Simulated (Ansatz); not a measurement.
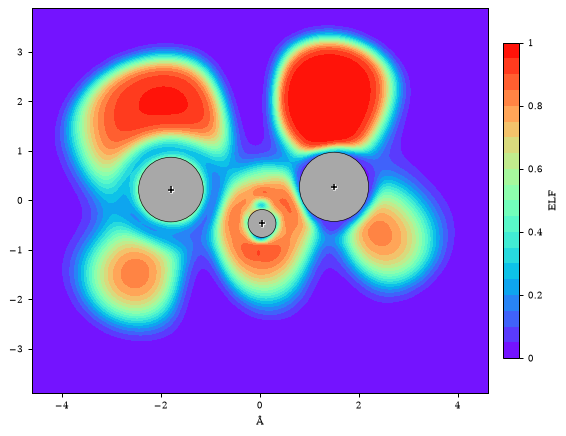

The electron localisation function on a plane through atoms (crosses mark nuclei in the plane; grey discs cover the cores).

These are results of RKS PBE0-D4/def2-TZVPP in Ansatz 0.2.0, not measurements.

Candidates:
A. H$_{5}$OSbSi (SMILES [SiH3][O][SbH2])
B. BH$_{7}$NPSi (SMILES NPB[SiH3])
C. CH$_{7}$BSn (SMILES [BH2][SnH2][CH3])

Which candidate gave the map?

Answer. Candidate A: H$_{5}$OSbSi on the plane of atoms Si1, O2 and Sb3, which holds Si, O and Sb. Si–O (1.63 Å): the ELF peaks at about 0.85 between the atoms (a polar covalent bond). Sb–O (1.96 Å): the ELF peaks at about 0.85 in the valence shell of O, 0.6 Å from its nucleus, and drops to about 0.15 between the two atoms.
